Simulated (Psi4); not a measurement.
**UPBE0/def2-TZVP run of SiH2OF (SMILES O[SiH]F)**

Aim: the vertical ionisation energy of SiH2OF at UPBE0/def2-TZVP, from 2 runs. 

The calculation is run with Psi4 1.11.

1 further run of the same task is left out (it didn't finish).

## 1. The structure to begin with

The species is SiH2OF (5 atoms), meant as a doublet with charge 0. As SMILES, `O[SiH]F`. Geometry: relaxed at PBE0-D4/def2-TZVP. This is one conformer, not always the lowest.

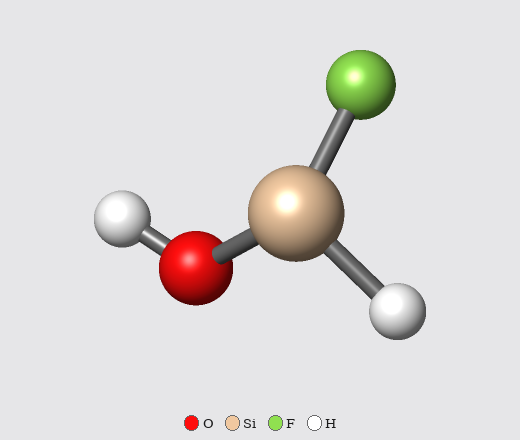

Viewed from a chosen angle; oxygen red, silicon light orange, fluorine green, hydrogen white.

## 2. A single-point energy at UPBE0/def2-TZVP

The input, job.py:

```python
import psi4

psi4.set_memory(1600000000)
psi4.set_num_threads(1)
psi4.set_output_file('run.log', False)

mol = psi4.geometry("""
0 2
O     -0.615200    -0.884600    -0.276300
Si     0.283900     0.245700     0.493100
F      0.207000     1.646500    -0.283100
H     -1.564500    -0.765100    -0.338000
H      1.688800    -0.242600     0.404400
symmetry c1
""")

options = {'basis': 'def2-TZVP', 'reference': 'uks', 'puream': True, 'e_convergence': 1e-09, 'd_convergence': 1e-08, 'scf_type': 'pk', 'dft_radial_points': 99, 'dft_spherical_points': 590, 'maxiter': 200}
psi4.set_options(options)

result, w = psi4.energy("pbe0", return_wfn=True)
psi4.oeprop(w, "MULLIKEN_CHARGES", "QUADRUPOLE", "LOWDIN_CHARGES", title="PBE0")
print(f'total energy {result:.8f} hartree = {result * 27.211386:.5f} eV')
for k, v in sorted(psi4.core.scalar_variables().items()):
    print(f'{k:45s} {v:18.10f}')
```

Started as:

```
$ python job.py
```

run.log:

```text
[...]
  Running in c1 symmetry.
[...]
  Nuclear repulsion =  110.136766909271230
[...]
  Multiplicity = 2
[...]
  Nalpha       = 17
  Nbeta        = 16
[...]
    Number of basis functions: 111
[...]
   @UKS iter   1:  -465.41260075075792   -3.60646e-01   7.00451e-03 ADIIS/DIIS
[...]
   @UKS iter  12:  -465.60974073703960   -4.49063e-12   4.75797e-09 DIIS
[...]
   @S^2 Observed:                7.520028842E-01
[...]
  @UKS Final Energy:  -465.60974073703960
   => Energetics <=
    Nuclear Repulsion Energy =            110.1367669092712305
    One-Electron Energy =                -864.8514797682983044
    Two-Electron Energy =                 319.7590226527817663
    DFT Exchange-Correlation Energy =     -30.6540505307943469
    Empirical Dispersion Energy =           0.0000000000000000
    VV10 Nonlocal Energy =                  0.0000000000000000
    Total Energy =                       -465.6097407370396013
[...]
 Multipole Moments:
 ------------------------------------------------------------------------------------
     Multipole            Electronic (a.u.)      Nuclear  (a.u.)        Total (a.u.)
 ------------------------------------------------------------------------------------
 L = 1.  Multiply by 2.5417464519 to convert [e a0] to [Debye]
 Dipole X            :         -0.3672793           -0.1073695           -0.4746489
 Dipole Y            :          2.6149837           -2.8357947           -0.2208110
 Dipole Z            :         -0.0451286            0.2788047            0.2336762
 Magnitude           :                                                    0.5732832
 L = 2.  Multiply by 1.3450342976 to convert [e a0^2] to [Debye ang]
 Quadrupole XX       :        -49.6059671           35.0278861          -14.5780810
 Quadrupole XY       :        -30.8775499           31.6638981            0.7863482
[...]
  Mulliken Charges: (a.u.)
   Center  Symbol    Alpha    Beta     Spin     Total
       1     O     4.27396  4.21401  0.05995 -0.48797
       2    SI     7.16652  6.36179  0.80473  0.47169
       3     F     4.66391  4.63387  0.03004 -0.29778
       4     H     0.33340  0.33583 -0.00243  0.33077
       5     H     0.56221  0.45449  0.10772 -0.01670
   Total alpha = 17.00000, Total beta = 16.00000, Total charge = -0.00000
  Lowdin Charges: (a.u.)
   Center  Symbol    Alpha    Beta     Spin     Total
       1     O     4.09503  4.01797  0.07705 -0.11300
[...]
```

The script printed:

```text
total energy -465.60974074 hartree = -12669.88638 eV
CURRENT ENERGY                                   -465.6097407370
CURRENT REFERENCE ENERGY                         -465.6097407370
DD SOLVATION ENERGY                                 0.0000000000
DFT FUNCTIONAL TOTAL ENERGY                      -465.6097407370
DFT TOTAL ENERGY                                 -465.6097407370
DFT VV10 ENERGY                                     0.0000000000
DFT XC ENERGY                                     -30.6540505308
GRID ELECTRONS ALPHA                               16.9999997355
GRID ELECTRONS BETA                                15.9999998027
GRID ELECTRONS TOTAL                               32.9999995381
NUCLEAR REPULSION ENERGY                          110.1367669093
ONE-ELECTRON ENERGY                              -864.8514797683
PCM POLARIZATION ENERGY                             0.0000000000
PE ENERGY                                           0.0000000000
SCF ITERATION ENERGY                             -465.6097407370
SCF ITERATIONS                                     12.0000000000
SCF TOTAL ENERGY                                 -465.6097407370
TWO-ELECTRON ENERGY                               319.7590226528
XC GRID RADIAL POINTS                              99.0000000000
XC GRID SPHERICAL POINTS                          590.0000000000
XC GRID TOTAL POINTS                           281332.0000000000
```

It took 22 s on 1 thread of Intel Xeon Platinum 8488C (Sapphire Rapids), shared host; peak memory 0.62 GiB.

## 3. The singlet cation

The input, input.in:

```
memory 1.6 GB

molecule m {
  1 1
  O
  Si 1 R2
  F 2 R3 1 A3
  H 1 R4 2 A4 3 D4
  H 2 R5 3 A5 1 D5

  R2 = 1.63644
  R3 = 1.603322
  A3 = 110.45623
  R4 = 0.958779
  A4 = 119.21977
  D4 = -64.02481
  R5 = 1.489983
  A5 = 107.62165
  D5 = 114.44307
  units angstrom
  symmetry c1
}

set {
  basis                def2-TZVP
  reference            rks
  puream               true
  e_convergence        1e-09
  d_convergence        1e-08
  scf_type             pk
  dft_radial_points    99
  dft_spherical_points 590
}

energy_value, wavefunction = energy('pbe0', return_wfn=True)
oeprop(wavefunction, 'MULLIKEN_CHARGES', 'MAYER_INDICES', 'WIBERG_LOWDIN_INDICES', title='PBE0')
print_variables()
```

Started as:

```
$ psi4 input.in input.out -n 1
```

input.out:

```text
[...]
  Running in c1 symmetry.
[...]
  Nuclear repulsion =  110.136754215632848
[...]
  Multiplicity = 1
[...]
  Nalpha       = 16
  Nbeta        = 16
[...]
    Number of basis functions: 111
[...]
   @RKS iter   1:  -465.09013704832313   -3.81824e-02   6.66908e-03 DIIS/ADIIS
[...]
   @RKS iter  12:  -465.28253689511320   -5.68434e-12   3.59170e-09 DIIS
[...]
    Orbital Energies [Eh]
    ---------------------
    Doubly Occupied:
       1A    -66.635294     2A    -25.034430     3A    -19.507162
       4A     -5.703623     5A     -4.042163     6A     -4.036134
       7A     -4.033994     8A     -1.480346     9A     -1.316722
      10A     -0.866069    11A     -0.787645    12A     -0.728711
      13A     -0.716510    14A     -0.683641    15A     -0.660261
      16A     -0.632269
[...]
  @RKS Final Energy:  -465.28253689511320
   => Energetics <=
    Nuclear Repulsion Energy =            110.1367542156328483
    One-Electron Energy =                -855.5226641467569380
    Two-Electron Energy =                 310.4907450317224402
    DFT Exchange-Correlation Energy =     -30.3873719957115682
    Empirical Dispersion Energy =           0.0000000000000000
    VV10 Nonlocal Energy =                  0.0000000000000000
    Total Energy =                       -465.2825368951131964
[...]
 Multipole Moments:
 ------------------------------------------------------------------------------------
     Multipole            Electronic (a.u.)      Nuclear  (a.u.)        Total (a.u.)
 ------------------------------------------------------------------------------------
 L = 1.  Multiply by 2.5417464519 to convert [e a0] to [Debye]
 Dipole X            :          1.2171590           -0.4987084            0.7184505
 Dipole Y            :         -0.8765695            2.0791801            1.2026107
 Dipole Z            :          2.0158446           -1.8866092            0.1292353
 Magnitude           :                                                    1.4068210
[...]
  Mulliken Charges: (a.u.)
   Center  Symbol    Alpha    Beta     Spin     Total
       1     O     4.16378  4.16378  0.00000 -0.32756
       2    SI     6.55232  6.55232  0.00000  0.89535
       3     F     4.57761  4.57761  0.00000 -0.15522
       4     H     0.30562  0.30562  0.00000  0.38877
       5     H     0.40067  0.40067  0.00000  0.19866
   Total alpha = 16.00000, Total beta = 16.00000, Total charge =  1.00000
  Mayer Bond Indices:
[...]
```

Wall time 17 s (1 thread of Intel Xeon Platinum 8488C (Sapphire Rapids), shared host); peak memory 0.61 GiB.

## 4. Results

Level: UPBE0/def2-TZVP.

```
                                          quantity          value
                      doublet SiH2OF: total energy  -465.60974 Eh
                     doublet SiH2OF: dipole moment         1.46 D
doublet SiH2OF: HOMO energy (highest over α and β)       -6.32 eV
 doublet SiH2OF: LUMO energy (lowest over α and β)       -2.25 eV
                              doublet SiH2OF: ⟨S²⟩          0.752
                      singlet cation: total energy  -465.28254 Eh
                       singlet cation: HOMO energy      -17.20 eV
                       singlet cation: LUMO energy      -11.26 eV
                     singlet cation: HOMO–LUMO gap        5.94 eV
vertical ionisation energy (to the singlet cation)       8.904 eV
```

What this shows: The vertical ionisation energy comes to 8.90 eV (205 kcal/mol). Only the singlet of the ionised species was computed; a triplet could lie lower. Mulliken charges (doublet SiH2OF) run from -0.49 on O1 to +0.47 on Si2. Mulliken charges (singlet cation) run from -0.33 on O1 to +0.90 on Si2.
